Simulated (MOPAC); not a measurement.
## Geometry relaxation of CHBr₂Cl

- system: CHBr₂Cl
- method: PM6-DH+, closed shell, dispersion DH+ (MOPAC 23.2.5)

The atoms were displaced at random from an optimised geometry.

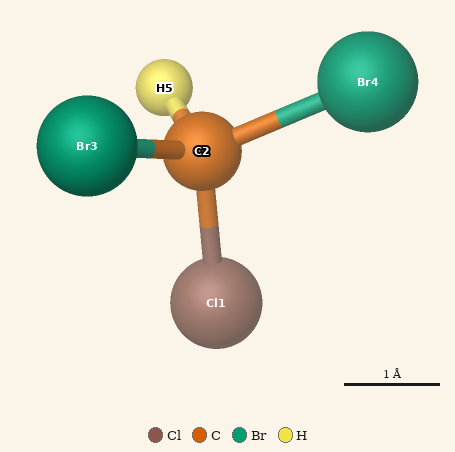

Fig. 1: The structure as given in the input (ball-and-stick view, seen at a tilt; atoms are numbered from 1 in the order of the input). Bond lengths as drawn: Br–C 1.92 to 1.95 Å, C–Cl 1.73 Å and C–H 1.07 Å.

Input (mol.mop)
```
PM6-DH+ CYCLES=300 DISP GRADIENTS EF GNORM=0.02 PRECISE AUX(PRECISION=6) T=10M THREADS=1
CHBr2Cl

Cl    -0.674949 1     0.373878 1     1.577109 1
C      0.062403 1     0.116796 1     0.031819 1
Br     1.204274 1    -1.429232 1     0.025711 1
Br    -1.279399 1    -0.008074 1    -1.384115 1
H      0.683777 1     0.950560 1    -0.229155 1
```

Command:
```bash
mopac mol.mop
```

Output
```
MOPAC v23.2.5
PM6-DH+ CALCULATION RESULTS

 *  PM6-DH+    - CORRECT DISPERSION AND HYDROGEN BOND TERMS USING PM6-DH+
 *  PRECISE    - TIGHTER CRITERIA TO BE USED
 *  EF         - USE EF ROUTINE FOR MINIMUM SEARCH
 *  THREADS=1  - MULTI-THREADING NOT USED
 *  CYCLES=    - DO A MAXIMUM OF 300 STEPS
 *  GNORM      - EXIT WHEN GRADIENT NORM DROPS BELOW 0.020
 *  AUX        - OUTPUT AUXILIARY INFORMATION
 *  GRADIENTS  - ALL GRADIENTS TO BE PRINTED
 *  DISP       - PRINT DISPERSION AND HYDROGEN BOND ENERGIES
PM6-DH+ CYCLES=300 DISP GRADIENTS EF GNORM=0.02 PRECISE AUX(PRECISION=6) T=10M THREADS=1
 CHBr2Cl

   ATOM   CHEMICAL          X               Y               Z
  NUMBER   SYMBOL      (ANGSTROMS)     (ANGSTROMS)     (ANGSTROMS)

     1      Cl         -0.67494900  *   0.37387800  *   1.57710900  *
     2       C          0.06240300  *   0.11679600  *   0.03181900  *
     3      Br          1.20427400  *  -1.42923200  *   0.02571100  *
     4      Br         -1.27939900  *  -0.00807400  *  -1.38411500  *
     5       H          0.68377700  *   0.95056000  *  -0.22915500  *

          CARTESIAN COORDINATES

    NO.       ATOM           X           Y           Z

     1        Cl         -0.6749      0.3739      1.5771
     2         C          0.0624      0.1168      0.0318
     3        Br          1.2043     -1.4292      0.0257
     4        Br         -1.2794     -0.0081     -1.3841
     5         H          0.6838      0.9506     -0.2292

 "Third-Generation Hydrogen-Bonding Corrections for Semiempirical QM Methods and Force Fields"

           Empirical Formula: C H Cl Br2  =     5 atoms

      MOLECULAR POINT GROUP   :   Cs

      RHF CALCULATION, NO. OF DOUBLY OCCUPIED LEVELS = 13

          Geometry optimization using EF

          DIAGONAL MATRIX USED AS START HESSIAN
```

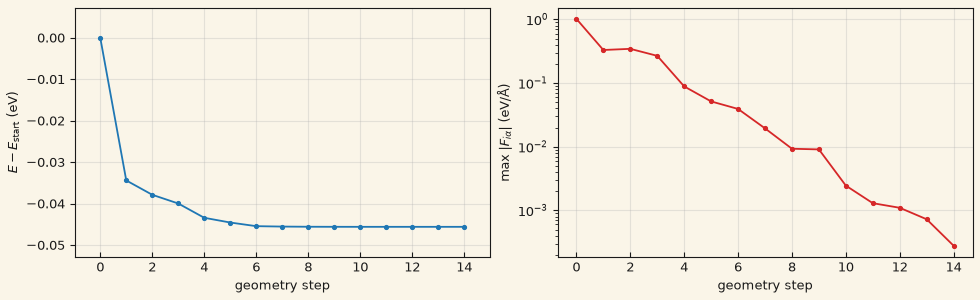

Fig. 2: Progress of the relaxation, step by step (steps are counted from 0).

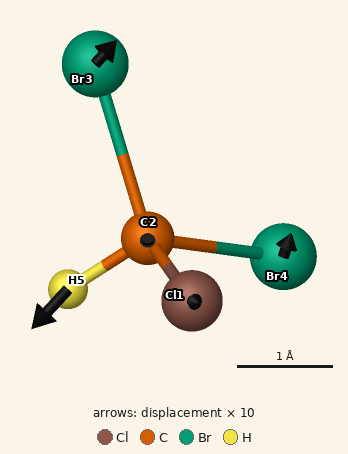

Fig. 3: The starting structure with the displacements as black arrows, magnified 10 times (ball-and-stick view, seen at a tilt). The two geometries are laid on each other by the best rigid fit. H5 moves most after the best rigid fit: 0.057 Å. Largest moves by element: H 0.057 Å, Br 0.034 Å, Cl 0.015 Å, C 0.014 Å. Distances before and after: C2–H5 1.072 → 1.117 Å, C2–Br3 1.922 → 1.946 Å, Cl1–C2 1.731 → 1.754 Å, C2–Br4 1.955 → 1.946 Å. Over 14 geometry steps the energy falls by 0.046 eV. The largest force component goes from 1 to 0.00028 eV/Å. (Atoms are counted from 1 in the order of the input.)

```
 CYCLE:     1 TIME:   0.008 TIME LEFT: 10.00M  GRAD.:    39.476 HEAT:  7.803032
 CYCLE:     2 TIME:   0.016 TIME LEFT: 10.00M  GRAD.:    13.061 HEAT:  7.009470
 CYCLE:     3 TIME:   0.008 TIME LEFT: 10.00M  GRAD.:    13.630 HEAT:  6.929676
 CYCLE:     4 TIME:   0.008 TIME LEFT: 10.00M  GRAD.:    11.957 HEAT:  6.881213
 CYCLE:     5 TIME:   0.000 TIME LEFT: 10.00M  GRAD.:     3.938 HEAT:  6.801712
 CYCLE:     6 TIME:   0.008 TIME LEFT: 10.00M  GRAD.:     2.480 HEAT:  6.775375
 CYCLE:     7 TIME:   0.008 TIME LEFT: 10.00M  GRAD.:     1.445 HEAT:  6.755120
 CYCLE:     8 TIME:   0.000 TIME LEFT: 10.00M  GRAD.:     0.817 HEAT:  6.752832
 CYCLE:     9 TIME:   0.008 TIME LEFT: 10.00M  GRAD.:     0.416 HEAT:  6.751909
 CYCLE:    10 TIME:   0.008 TIME LEFT: 10.00M  GRAD.:     0.371 HEAT:  6.751561
 CYCLE:    11 TIME:   0.000 TIME LEFT: 10.00M  GRAD.:     0.121 HEAT:  6.751447
 CYCLE:    12 TIME:   0.008 TIME LEFT: 10.00M  GRAD.:     0.044 HEAT:  6.751432
 CYCLE:    13 TIME:   0.008 TIME LEFT: 10.00M  GRAD.:     0.037 HEAT:  6.751430
 CYCLE:    14 TIME:   0.008 TIME LEFT: 10.00M  GRAD.:     0.027 HEAT:  6.751428
 CYCLE:    15 TIME:   0.000 TIME LEFT: 10.00M  GRAD.:     0.016 HEAT:  6.751427

     GRADIENT =  0.01566 IS LESS THAN CUTOFF =  0.02000

 -------------------------------------------------------------------------------
 PM6-DH+ CYCLES=300 DISP GRADIENTS EF GNORM=0.02 PRECISE AUX(PRECISION=6) T=10M THREADS=1
 CHBr2Cl

     GEOMETRY OPTIMISED USING EIGENVECTOR FOLLOWING (EF).
     SCF FIELD WAS ACHIEVED

                              PM6-DH+ CALCULATION

          FINAL HEAT OF FORMATION =          6.75143 KCAL/MOL =      28.24797 KJ/MOL

          TOTAL ENERGY            =     -19514.41121 KCAL/MOL = ELECTRONIC ENERGY + CORE-CORE REPULSION
          ENERGY OF ATOMS         =      19521.34902 KCAL/MOL
                              SUM =          6.93781 KCAL/MOL
          DISPERSION ENERGY       =         -0.18639 KCAL/MOL
                              SUM =          6.75143 KCAL/MOL = FINAL HEAT OF FORMATION

          TOTAL ENERGY            =       -846.22496 EV
          ELECTRONIC ENERGY       =      -2131.04703 EV
          CORE-CORE REPULSION     =       1284.82207 EV
          COSMO AREA              =        126.11 SQUARE ANGSTROMS
          COSMO VOLUME            =        117.56 CUBIC ANGSTROMS

          GRADIENT NORM           =          0.01566          =       0.00700 PER ATOM
          IONIZATION POTENTIAL    =         10.825524 EV
          HOMO LUMO ENERGIES (EV) =        -10.826 -1.426
          NO. OF FILLED LEVELS    =         13
          MOLECULAR WEIGHT        =        208.2799         POINT GROUP:  Cs

          MOLECULAR DIMENSIONS (Angstroms)

            Atom       Atom       Distance
           Br     4   Br     3     3.17608
           Cl     1   Br     4     2.61210
           Cl     1    H     5     1.70397

          SCF CALCULATIONS        =         17

          WALL-CLOCK TIME         =      0.102 SECONDS
          COMPUTATION TIME        =      0.104 SECONDS

       FINAL  POINT  AND  DERIVATIVES

   PARAMETER     ATOM    TYPE            VALUE        GRADIENT
      1          1 Cl    CARTESIAN X    -0.684705     -0.005527  KCAL/ANGSTROM
      2          1 Cl    CARTESIAN Y     0.379508      0.006234  KCAL/ANGSTROM
      3          1 Cl    CARTESIAN Z     1.591415     -0.001753  KCAL/ANGSTROM
      4          2  C    CARTESIAN X     0.064267      0.006417  KCAL/ANGSTROM
      5          2  C    CARTESIAN Y     0.140099     -0.001383  KCAL/ANGSTROM
      6          2  C    CARTESIAN Z     0.023019     -0.001311  KCAL/ANGSTROM
      7          3 Br    CARTESIAN X     1.200700      0.004721  KCAL/ANGSTROM
      8          3 Br    CARTESIAN Y    -1.439262     -0.003043  KCAL/ANGSTROM
      9          3 Br    CARTESIAN Z     0.015763     -0.004040  KCAL/ANGSTROM
     10          4 Br    CARTESIAN X    -1.272530     -0.006100  KCAL/ANGSTROM
     11          4 Br    CARTESIAN Y    -0.018925     -0.001019  KCAL/ANGSTROM
     12          4 Br    CARTESIAN Z    -1.381838      0.000739  KCAL/ANGSTROM
     13          5  H    CARTESIAN X     0.705863      0.000481  KCAL/ANGSTROM
     14          5  H    CARTESIAN Y     1.022650     -0.000795  KCAL/ANGSTROM
     15          5  H    CARTESIAN Z    -0.215321      0.006356  KCAL/ANGSTROM

   ATOM   CHEMICAL          X               Y               Z
  NUMBER   SYMBOL      (ANGSTROMS)     (ANGSTROMS)     (ANGSTROMS)

     1      Cl         -0.68470496  *   0.37950769  *   1.59141506  *
     2       C          0.06426699  *   0.14009945  *   0.02301938  *
     3      Br          1.20070003  *  -1.43926215  *   0.01576300  *
     4      Br         -1.27252975  *  -0.01892534  *  -1.38183833  *
     5       H          0.70586310  *   1.02265032  *  -0.21532128  *

                             CARTESIAN COORDINATES

   1   Cl       -0.684704959     0.379507693     1.591415057
   2    C        0.064266990     0.140099452     0.023019376
   3   Br        1.200700029    -1.439262150     0.015763004
   4   Br       -1.272529752    -0.018925336    -1.381838328
   5    H        0.705863102     1.022650317    -0.215321280

           Empirical Formula: C H Cl Br2  =     5 atoms

      MOLECULAR POINT GROUP   :   Cs

                  EIGENVALUES
 -28.51674 -26.74343 -26.64422 -23.84005 -16.88921 -15.98264 -15.39020 -12.02197
 -11.76241 -11.31163 -11.15496 -11.03526 -10.82552  -1.42631  -1.13744  -0.29912
   3.70318  86.63149  86.71215  86.75648  87.41910  87.42976 110.50637 110.59128
 111.06749 112.22587 112.26786 113.30905 113.35330 114.35481 114.86271 114.91515

              NET ATOMIC CHARGES AND DIPOLE CONTRIBUTIONS

  ATOM NO.   TYPE          CHARGE      No. of ELECS.   s-Pop       p-Pop       d-Pop
    1         Cl          -0.043221        7.0432     1.99091     5.04496     0.00735
    2          C          -0.043172        4.0432     1.14363     2.89954
    3         Br          -0.060087        7.0601     1.98914     5.06273     0.00822
    4         Br          -0.060089        7.0601     1.98914     5.06274     0.00822
    5          H           0.206569        0.7934     0.79343
 DIPOLE           X         Y         Z       TOTAL
 POINT-CHG.     0.850     1.328    -0.155     1.584
 HYBRID        -0.181    -0.482    -0.170     0.543
 SUM            0.669     0.845    -0.324     1.125

          ATOMIC ORBITAL ELECTRON POPULATIONS

     Atom    s        px        py        pz      x^2-y^2     xz        z^2       yz        xy
    1 Cl   1.99091   1.81944   1.95999   1.26554   0.00033   0.00253   0.00275   0.00123   0.00052
    2  C   1.14363   0.96431   1.03314   0.90209
    3 Br   1.98914   1.66650   1.41089   1.98535   0.00190   0.00084   0.00125   0.00093   0.00330
    4 Br   1.98914   1.57336   1.98629   1.50309   0.00114   0.00351   0.00165   0.00086   0.00106
    5  H   0.79343

 *                    *
 * JOB ENDED NORMALLY *
 *                    *

 TOTAL JOB TIME:             0.10 SECONDS

 == MOPAC DONE ==
```

Trajectory as extended XYZ (Å, eV, eV/Å), 15 frames, from step=0 to step=14
```
5
Properties=species:S:1:pos:R:3:forces:R:3 step=0 energy=0.33837
Cl   -0.6749    0.3739    1.5771   -0.2866   0.0807   0.5523
C     0.0624    0.1168    0.0318   -0.5897  -0.4736  -0.2799
Br    1.2043   -1.4292    0.0257    0.2490  -0.5311  -0.0302
Br   -1.2794   -0.0081   -1.3841   -0.0339  -0.0961  -0.0119
H     0.6838    0.9506   -0.2292    0.6612   1.0201  -0.2304
5
Properties=species:S:1:pos:R:3:forces:R:3 step=1 energy=0.30396
Cl   -0.6802    0.3818    1.5981    0.0412  -0.0717  -0.2003
C     0.0522    0.1064    0.0177   -0.0697   0.3306   0.1402
Br    1.2104   -1.4347    0.0239    0.0650  -0.2975  -0.0067
Br   -1.2793   -0.0072   -1.3895   -0.0783  -0.1133   0.0087
H     0.6953    0.9802   -0.2400    0.0418   0.1519   0.0581
5
Properties=species:S:1:pos:R:3:forces:R:3 step=2 energy=0.30050
Cl   -0.6818    0.3816    1.5873   -0.1213  -0.0037   0.2197
C     0.0474    0.1199    0.0305    0.3150   0.1568  -0.3447
Br    1.2147   -1.4415    0.0230   -0.1234   0.0031  -0.0103
Br   -1.2812   -0.0073   -1.3868   -0.0003  -0.0985   0.0429
H     0.6993    0.9967   -0.2362   -0.0700  -0.0578   0.0924
5
Properties=species:S:1:pos:R:3:forces:R:3 step=3 energy=0.29840
Cl   -0.6841    0.3802    1.5922    0.0158  -0.0329  -0.0983
C     0.0509    0.1349    0.0144    0.1289  -0.2676   0.1807
Br    1.2149   -1.4450    0.0235   -0.2206   0.1827  -0.0316
Br   -1.2812   -0.0092   -1.3857   -0.0324  -0.0694  -0.0202
H     0.6992    1.0010   -0.2248    0.1082   0.1872  -0.0306
5
Properties=species:S:1:pos:R:3:forces:R:3 step=4 energy=0.29495
Cl   -0.6829    0.3800    1.5910   -0.0109  -0.0306  -0.0288
C     0.0555    0.1272    0.0189    0.0657   0.0103   0.0420
Br    1.2109   -1.4410    0.0226   -0.0886   0.0075  -0.0228
Br   -1.2799   -0.0103   -1.3856   -0.0063  -0.0672   0.0099
H     0.7000    1.0031   -0.2251    0.0400   0.0800  -0.0004
5
Properties=species:S:1:pos:R:3:forces:R:3 step=5 energy=0.29381
Cl   -0.6833    0.3793    1.5897   -0.0176  -0.0178   0.0088
C     0.0594    0.1297    0.0207    0.0351   0.0514  -0.0102
Br    1.2080   -1.4403    0.0212   -0.0478  -0.0128  -0.0202
Br   -1.2785   -0.0123   -1.3844    0.0144  -0.0492   0.0181
H     0.7019    1.0101   -0.2224    0.0159   0.0283   0.0034
5
Properties=species:S:1:pos:R:3:forces:R:3 step=6 energy=0.29293
Cl   -0.6845    0.3783    1.5888   -0.0059   0.0002   0.0223
C     0.0650    0.1368    0.0215   -0.0111   0.0392  -0.0183
Br    1.2033   -1.4398    0.0185   -0.0062  -0.0066  -0.0138
Br   -1.2755   -0.0162   -1.3820    0.0230  -0.0169   0.0079
H     0.7049    1.0212   -0.2180    0.0002  -0.0158   0.0020
5
Properties=species:S:1:pos:R:3:forces:R:3 step=7 energy=0.29283
Cl   -0.6848    0.3784    1.5897    0.0029   0.0030   0.0076
C     0.0657    0.1392    0.0218   -0.0194   0.0100  -0.0065
Br    1.2021   -1.4397    0.0174   -0.0043   0.0041  -0.0092
Br   -1.2743   -0.0175   -1.3817    0.0187  -0.0076   0.0056
H     0.7056    1.0230   -0.2173    0.0021  -0.0095   0.0025
5
Properties=species:S:1:pos:R:3:forces:R:3 step=8 energy=0.29279
Cl   -0.6849    0.3787    1.5903    0.0050   0.0041   0.0017
C     0.0652    0.1403    0.0220   -0.0093  -0.0039   0.0066
Br    1.2012   -1.4395    0.0166   -0.0019   0.0057  -0.0051
Br   -1.2733   -0.0183   -1.3813    0.0038  -0.0031  -0.0056
H     0.7060    1.0233   -0.2167    0.0024  -0.0028   0.0023
5
Properties=species:S:1:pos:R:3:forces:R:3 step=9 energy=0.29278
Cl   -0.6848    0.3792    1.5913    0.0051   0.0022  -0.0056
C     0.0647    0.1405    0.0227   -0.0072  -0.0091   0.0032
Br    1.2008   -1.4394    0.0160   -0.0021   0.0043  -0.0012
Br   -1.2728   -0.0188   -1.3818    0.0031   0.0000   0.0009
H     0.7061    1.0228   -0.2162    0.0011   0.0026   0.0027
5
Properties=species:S:1:pos:R:3:forces:R:3 step=10 energy=0.29277
Cl   -0.6847    0.3794    1.5914    0.0013   0.0011  -0.0012
C     0.0643    0.1402    0.0229    0.0011  -0.0024   0.0023
Br    1.2007   -1.4392    0.0158    0.0000  -0.0002  -0.0001
Br   -1.2725   -0.0189   -1.3818   -0.0014   0.0001  -0.0021
H     0.7061    1.0225   -0.2157   -0.0010   0.0014   0.0011
5
Properties=species:S:1:pos:R:3:forces:R:3 step=11 energy=0.29277
Cl   -0.6847    0.3794    1.5914    0.0004   0.0005  -0.0001
C     0.0643    0.1401    0.0230    0.0005  -0.0002   0.0000
Br    1.2007   -1.4392    0.0158    0.0001  -0.0009  -0.0001
Br   -1.2726   -0.0189   -1.3818    0.0004   0.0002  -0.0001
H     0.7061    1.0225   -0.2155   -0.0013   0.0004   0.0004
5
Properties=species:S:1:pos:R:3:forces:R:3 step=12 energy=0.29277
Cl   -0.6847    0.3795    1.5914    0.0002   0.0002   0.0002
C     0.0643    0.1401    0.0230    0.0001   0.0002  -0.0002
Br    1.2007   -1.4392    0.0158    0.0001  -0.0007  -0.0001
Br   -1.2726   -0.0189   -1.3818    0.0007   0.0002   0.0002
H     0.7060    1.0225   -0.2154   -0.0011   0.0001   0.0000
5
Properties=species:S:1:pos:R:3:forces:R:3 step=13 energy=0.29277
Cl   -0.6847    0.3795    1.5914    0.0002   0.0000   0.0002
C     0.0643    0.1401    0.0230   -0.0001   0.0002  -0.0002
Br    1.2007   -1.4392    0.0158   -0.0001  -0.0004   0.0000
Br   -1.2726   -0.0189   -1.3818    0.0007   0.0002   0.0002
H     0.7060    1.0226   -0.2153   -0.0007   0.0000  -0.0002
5
Properties=species:S:1:pos:R:3:forces:R:3 step=14 energy=0.29277
Cl   -0.6847    0.3795    1.5914    0.0002  -0.0003   0.0001
C     0.0643    0.1401    0.0230   -0.0003   0.0001   0.0001
Br    1.2007   -1.4393    0.0158   -0.0002   0.0001   0.0002
Br   -1.2725   -0.0189   -1.3818    0.0003   0.0000   0.0000
H     0.7059    1.0227   -0.2153    0.0000   0.0000  -0.0003
```

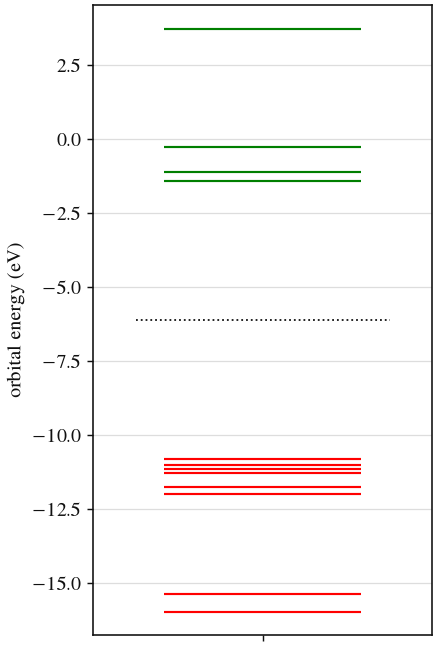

Fig. 4: Orbital energies near the frontier; the dotted line parts filled from empty levels, and levels within 0.02 eV of each other stand side by side. Highest filled −10.83 eV, lowest empty −1.43 eV, 9.40 eV apart.

Key numbers

| quantity | value |
| --- | --- |
| outcome | converged |
| total energy | −31.098194 hartree |
| dispersion energy | −0.000297 hartree |
| heat of formation | 6.75 kcal/mol |
| basis functions | 32 |
| largest force | 0.000 eV/Å |
| HOMO | −10.83 eV |
| LUMO | −1.43 eV |
| dipole moment | 1.13 D |
| hardware | 1 thread of Arm Neoverse N1, 90 GiB of memory available, shared host |
| peak memory | 0.073 GiB |

Notes

MOPAC's energies along a path are heats of formation.
